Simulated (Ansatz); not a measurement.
# Geometry relaxation of B₂SiH₃BrClOF (part 2 of 2)

Continued. System: B₂SiH₃BrClOF. Method: RKS B3LYP-D4/def2-SVP (Ansatz 0.2.0). It belongs to a series of runs on one base structure; here: end point B relaxed.

Geometry of the input (Å):
```
B  -1.9622  0.6033  0.3948
O  -0.6591  0.5128  0.9175
Si -0.7664  1.2155  2.4799
Cl -1.3092  3.1947  2.4443
Br -2.1312  0.0487  3.8543
B  1.0392  1.1529  3.2714
F  1.7337  -0.1011  3.4839
H  -2.7708  -0.1843  0.5690
H  -2.3232  1.6483  -0.1493
H  1.5923  2.1722  3.5694
```

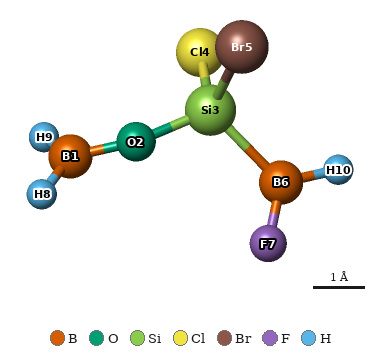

Fig. 1: The geometry at step 11 of the log (ball-and-stick view, seen on its broad side; atoms are numbered from 1 in the order of the input).

## Trajectory as extended XYZ, continued
```
10
Properties=species:S:1:pos:R:3:forces:R:3 step=3 energy=-96599.69391
B    -2.0507    0.6223    0.3410    0.2804  -0.7411  -0.2650
O    -0.8401    0.5756    1.0294   -0.9039   0.7012   1.0953
Si   -0.7237    1.2466    2.5968   -0.1625  -0.2177  -0.9821
Cl   -1.4039    3.2112    2.4776    0.1680  -0.0818   0.0369
Br   -2.1735    0.1673    3.9062    0.0365  -0.0975   0.1433
B     1.1543    1.1554    3.3660    1.1780  -1.4084  -0.4961
F     1.7827   -0.0521    3.3500   -0.8879   1.4478   0.1498
H    -2.7949   -0.3800    0.3639    0.5126   0.6839   0.0026
H    -2.3295    1.6115   -0.3142    0.0428  -0.1892   0.1802
H     1.8223    2.1054    3.7185   -0.2640  -0.0972   0.1351
10
Properties=species:S:1:pos:R:3:forces:R:3 step=4 energy=-96599.90406
B    -1.9919    0.5750    0.2875    0.1668  -0.1305   0.0617
O    -0.9376    0.6757    1.1706   -0.9551   0.1128  -0.0925
Si   -0.8073    1.3215    2.7006    0.7946  -0.1921  -0.2484
Cl   -1.3892    3.3112    2.6498   -0.0079  -0.0375   0.0097
Br   -2.1701    0.2286    4.0930   -0.0311  -0.0106   0.0411
B     1.1741    1.1082    3.2505   -1.0301   0.6501   0.2036
F     1.7040   -0.0810    3.2242    0.3757  -0.4365  -0.0640
H    -2.6595   -0.4438    0.2363    0.2669   0.0996   0.0754
H    -2.2647    1.5047   -0.4393    0.1308   0.0171   0.0395
H     1.7853    2.0629    3.6619    0.2892  -0.0726  -0.0260
10
Properties=species:S:1:pos:R:3:forces:R:3 step=5 energy=-96599.94485
B    -1.9929    0.5755    0.2899   -0.6439  -0.2776  -0.6487
O    -0.9816    0.6726    1.1716    0.1929   0.2419   0.8355
Si   -0.8067    1.3196    2.6954    0.5510  -0.1295  -0.1515
Cl   -1.3892    3.3094    2.6409    0.0214  -0.0448   0.0098
Br   -2.1702    0.2356    4.0965   -0.0035  -0.0071   0.0440
B     1.1614    1.1130    3.2726   -0.5801   0.3457  -0.0915
F     1.7124   -0.0728    3.1929    0.1638  -0.1768   0.0133
H    -2.6446   -0.4522    0.2372    0.1534   0.1017  -0.0199
H    -2.2472    1.5075   -0.4374    0.0339   0.0302  -0.0371
H     1.8018    2.0549    3.6756    0.1112  -0.0837   0.0462
10
Properties=species:S:1:pos:R:3:forces:R:3 step=6 energy=-96599.98981
B    -2.0104    0.5667    0.2578   -0.1772  -0.2275  -0.0900
O    -1.0427    0.6845    1.2026   -0.0796   0.1510   0.3406
Si   -0.8067    1.3304    2.7112    0.3334  -0.1050  -0.1369
Cl   -1.3805    3.3224    2.6642    0.0326  -0.0211   0.0254
Br   -2.1506    0.2506    4.1379    0.0263   0.0119   0.0621
B     1.1603    1.1199    3.2789   -0.2111  -0.0053  -0.1290
F     1.7189   -0.0711    3.1801   -0.0588   0.1332   0.0255
H    -2.6293   -0.4776    0.1874    0.1259   0.0989  -0.0627
H    -2.2417    1.4944   -0.4785    0.0288   0.0424  -0.0616
H     1.8257    2.0428    3.6934   -0.0204  -0.0785   0.0267
10
Properties=species:S:1:pos:R:3:forces:R:3 step=7 energy=-96600.02650
B    -2.0270    0.5390    0.2025    0.6111  -0.0479   0.7429
O    -1.2033    0.7263    1.2985   -0.6456  -0.1390  -0.7869
Si   -0.8272    1.3664    2.7676   -0.0533  -0.0589   0.0165
Cl   -1.3537    3.3702    2.7582    0.0374   0.0270   0.0178
Br   -2.1044    0.3184    4.2898    0.0929   0.0512   0.0148
B     1.1415    1.1187    3.2705    0.1451  -0.0740  -0.2291
F     1.6998   -0.0625    3.0666   -0.1400   0.1497   0.0605
H    -2.5432   -0.5510    0.0497    0.1098   0.1570   0.0451
H    -2.1873    1.4388   -0.5898    0.0308   0.0242   0.0855
H     1.8479    1.9987    3.7216   -0.1882  -0.0891   0.0327
10
Properties=species:S:1:pos:R:3:forces:R:3 step=8 energy=-96600.07728
B    -1.9911    0.5001    0.2049    0.0005   0.0641   0.0057
O    -1.3230    0.6757    1.3667    0.0157   0.0762   0.1076
Si   -0.8716    1.3966    2.7766    0.1866   0.0396   0.1468
Cl   -1.2933    3.4284    2.7907   -0.0768  -0.0773  -0.1309
Br   -2.0747    0.4089    4.3855    0.0083   0.0371   0.0548
B     1.1043    1.1227    3.2185   -0.1818  -0.0406  -0.1141
F     1.6371   -0.0391    2.9077    0.1155  -0.1307  -0.0374
H    -2.3856   -0.6110   -0.0577    0.0382  -0.0046  -0.0538
H    -2.1667    1.4454   -0.5288   -0.0214  -0.0018  -0.0123
H     1.8075    1.9355    3.7709   -0.0847   0.0380   0.0335
10
Properties=species:S:1:pos:R:3:forces:R:3 step=9 energy=-96600.10395
B    -1.9719    0.4947    0.2104   -0.0087  -0.1740  -0.2570
O    -1.4095    0.6583    1.4246    0.0170  -0.0459   0.2801
Si   -0.8975    1.4029    2.8036    0.0110   0.0091   0.0439
Cl   -1.2998    3.4409    2.7591    0.0090  -0.1233  -0.1124
Br   -2.0434    0.5276    4.5233    0.0588   0.0155  -0.0888
B     1.0762    1.0820    3.1773    0.1468  -0.3149  -0.0766
F     1.6537   -0.0445    2.7728   -0.2182   0.4595   0.1283
H    -2.2355   -0.6420   -0.1579    0.0605   0.3223   0.1186
H    -2.1629    1.4641   -0.4901   -0.0597  -0.0320   0.0102
H     1.7338    1.8791    3.8120   -0.0164  -0.1164  -0.0464
10
Properties=species:S:1:pos:R:3:forces:R:3 step=10 energy=-96600.11667
B    -1.9441    0.4918    0.2155   -0.2321  -0.1782  -0.1243
O    -1.4327    0.6362    1.4563    0.0530  -0.1171   0.1493
Si   -0.9118    1.4042    2.8196    0.0091   0.0199   0.0424
Cl   -1.2919    3.4440    2.7001   -0.0032  -0.1365  -0.0440
Br   -2.0399    0.5591    4.5651    0.0238   0.0520  -0.1023
B     1.0573    1.0673    3.1846    0.1222   0.0112  -0.1726
F     1.6388   -0.0103    2.6832   -0.1010   0.2015   0.1367
H    -2.1801   -0.6448   -0.1828    0.1376   0.3949   0.1143
H    -2.1745    1.4779   -0.4531    0.0406  -0.0832   0.0033
H     1.7220    1.8378    3.8465   -0.0500  -0.1644  -0.0027
10
Properties=species:S:1:pos:R:3:forces:R:3 step=11 energy=-96600.09938 accepted=F
B    -1.9747    0.4926    0.2586    0.4302  -0.2816  -0.1978
O    -1.4811    0.5868    1.5192   -0.1281  -0.2312  -0.2082
Si   -0.9135    1.4074    2.8327   -0.1708   0.3023  -0.2215
Cl   -1.2801    3.4400    2.5425   -0.0012  -0.1745   0.1340
Br   -2.0295    0.6161    4.6040    0.0701   0.1245  -0.0507
B     1.0583    1.0845    3.1480    0.1758  -0.0228   0.7094
F     1.6283    0.0598    2.5463    0.1045   0.1357  -0.0654
H    -2.0445   -0.6387   -0.2356   -0.1314   0.5696   0.2665
H    -2.2225    1.5028   -0.3774   -0.1007  -0.1867   0.1682
H     1.7024    1.7118    3.9968   -0.2485  -0.2353  -0.5346
10
Properties=species:S:1:pos:R:3:forces:R:3 step=12 energy=-96600.14290
B    -1.9412    0.4921    0.2385   -0.1482  -0.0503  -0.1341
O    -1.4337    0.5689    1.4875    0.0053  -0.1813   0.0361
Si   -0.9143    1.3886    2.8189    0.0071   0.1548   0.0722
Cl   -1.3050    3.4182    2.6063    0.0152  -0.0916  -0.0226
Br   -2.0467    0.6173    4.5870    0.0054   0.0105  -0.0424
B     1.0537    1.0665    3.1774    0.1203   0.0645  -0.0115
F     1.6511    0.0345    2.6120   -0.0266   0.0647   0.0489
H    -2.1435   -0.6186   -0.2204    0.0628   0.2384   0.0586
H    -2.1842    1.5102   -0.3774    0.0309  -0.0979   0.0337
H     1.7069    1.7854    3.9052   -0.0724  -0.1117  -0.0388
10
Properties=species:S:1:pos:R:3:forces:R:3 step=13 energy=-96600.15930
B    -1.9623    0.4885    0.2520   -0.0087  -0.0050  -0.0195
O    -1.4383    0.5059    1.4997    0.0581  -0.0099  -0.0026
Si   -0.8998    1.3835    2.7958   -0.0550   0.0025   0.0575
Cl   -1.2866    3.4037    2.5348    0.0084  -0.0305  -0.0629
Br   -2.0408    0.6563    4.5739   -0.0050   0.0027   0.0268
B     1.0639    1.0684    3.1905    0.0445   0.0359  -0.0571
F     1.6951    0.0876    2.5750    0.0043   0.0367   0.0440
H    -2.1418   -0.5946   -0.2550   -0.0061   0.0486  -0.0053
H    -2.2243    1.5226   -0.3213    0.0115  -0.0095   0.0515
H     1.6779    1.7411    3.9897   -0.0521  -0.0715  -0.0323
10
Properties=species:S:1:pos:R:3:forces:R:3 step=14 energy=-96600.16833
B    -1.9612    0.4928    0.2722    0.0234   0.1086   0.1929
O    -1.4222    0.4202    1.5193   -0.0820   0.0873  -0.1728
Si   -0.9054    1.3622    2.7873    0.0675   0.0186  -0.0649
Cl   -1.2840    3.3661    2.3952   -0.0204  -0.0800   0.0258
Br   -2.0239    0.7005    4.6033   -0.0303   0.0396  -0.0202
B     1.0598    1.0733    3.1870    0.1219  -0.0745   0.1470
F     1.7266    0.1389    2.5328   -0.0464   0.1485   0.0597
H    -2.1344   -0.5490   -0.3039   -0.0166  -0.0620  -0.0769
H    -2.2482    1.5656   -0.2205    0.0586  -0.1036   0.0958
H     1.6360    1.6926    4.0626   -0.0758  -0.0826  -0.1862
10
Properties=species:S:1:pos:R:3:forces:R:3 step=15 energy=-96600.17018
B    -1.9712    0.4913    0.2836    0.1505   0.1139   0.1395
O    -1.4150    0.4032    1.5224   -0.0536   0.0366  -0.1428
Si   -0.8936    1.3445    2.7905   -0.1867   0.0165  -0.0485
Cl   -1.2921    3.3406    2.3790    0.0779  -0.0402   0.0118
Br   -2.0716    0.7407    4.5912    0.0398  -0.0143  -0.0194
B     1.0698    1.0577    3.1982    0.2721  -0.0190  -0.0332
F     1.7641    0.1712    2.5024   -0.1594   0.1817   0.1634
H    -2.1376   -0.5406   -0.3149   -0.0524  -0.0381  -0.0306
H    -2.2506    1.5741   -0.1907    0.0081  -0.1150   0.0888
H     1.6409    1.6804    4.0735   -0.0965  -0.1221  -0.1290
10
Properties=species:S:1:pos:R:3:forces:R:3 step=16 energy=-96600.17396
B    -1.9714    0.4861    0.2899    0.0579   0.0848  -0.0045
O    -1.4072    0.3941    1.5207   -0.0500  -0.0015  -0.0766
Si   -0.8985    1.3384    2.7889    0.1037   0.0170   0.0518
Cl   -1.2592    3.3366    2.3713    0.0102   0.0349  -0.0159
Br   -2.0892    0.7459    4.5799   -0.0059  -0.0217   0.0144
B     1.0769    1.0637    3.1999   -0.2093   0.1159   0.0597
F     1.7689    0.2106    2.4779    0.1124  -0.0591  -0.0270
H    -2.1511   -0.5426   -0.3121   -0.0293  -0.0292  -0.0162
H    -2.2550    1.5692   -0.1783    0.0103  -0.0864   0.0752
H     1.6290    1.6611    4.0971    0.0000  -0.0546  -0.0608
10
Properties=species:S:1:pos:R:3:forces:R:3 step=17 energy=-96600.17571
B    -1.9671    0.4849    0.2870   -0.0494   0.0418   0.0522
O    -1.4071    0.3950    1.5194   -0.0053  -0.0076  -0.0639
Si   -0.8986    1.3404    2.7877    0.0618  -0.0163   0.0215
Cl   -1.2485    3.3409    2.3686    0.0031   0.0084  -0.0045
Br   -2.0906    0.7406    4.5767    0.0028   0.0007  -0.0015
B     1.0717    1.0639    3.2003   -0.0383   0.0377   0.0086
F     1.7784    0.2153    2.4815   -0.0019   0.0044   0.0114
H    -2.1583   -0.5445   -0.3126    0.0175  -0.0043  -0.0116
H    -2.2606    1.5671   -0.1706    0.0273  -0.0383   0.0131
H     1.6238    1.6595    4.0970   -0.0176  -0.0264  -0.0253
10
Properties=species:S:1:pos:R:3:forces:R:3 step=18 energy=-96600.17618
B    -1.9747    0.4847    0.2899    0.0244   0.0115   0.0092
O    -1.4055    0.3925    1.5174   -0.0090  -0.0104  -0.0237
Si   -0.8956    1.3389    2.7849    0.0126  -0.0055  -0.0060
Cl   -1.2410    3.3400    2.3619   -0.0020   0.0005   0.0018
Br   -2.0888    0.7390    4.5733    0.0082   0.0077  -0.0044
B     1.0708    1.0673    3.1997    0.0177  -0.0338   0.0160
F     1.7839    0.2179    2.4871   -0.0234   0.0232   0.0045
H    -2.1589   -0.5426   -0.3168   -0.0055   0.0054   0.0085
H    -2.2654    1.5675   -0.1631   -0.0122  -0.0073   0.0014
H     1.6182    1.6579    4.1008   -0.0108   0.0086  -0.0073
10
Properties=species:S:1:pos:R:3:forces:R:3 step=19 energy=-96600.17637
B    -1.9752    0.4846    0.2906    0.0119   0.0024   0.0036
O    -1.4034    0.3884    1.5164   -0.0058  -0.0027  -0.0127
Si   -0.8946    1.3366    2.7835    0.0119  -0.0022  -0.0018
Cl   -1.2364    3.3375    2.3556   -0.0023  -0.0031   0.0031
Br   -2.0881    0.7426    4.5730   -0.0019   0.0047  -0.0022
B     1.0701    1.0656    3.2028    0.0134  -0.0067  -0.0047
F     1.7868    0.2261    2.4828   -0.0086   0.0064   0.0070
H    -2.1608   -0.5409   -0.3185   -0.0026   0.0046   0.0058
H    -2.2691    1.5682   -0.1580   -0.0090  -0.0037   0.0007
H     1.6139    1.6545    4.1069   -0.0070   0.0004   0.0013
```

## Results in brief

- outcome: converged
- total energy: −96600.1767 eV
- mean-field energy: −96599.6452 eV
- largest force (length of the vector) at the end: 0.016 eV/Å
- hardware: 2 threads of Arm Neoverse V1, 24 GiB of memory available, shared host
- wall time: 2.2 min (CPU time 4.3 min)
- peak memory: 0.41 GiB
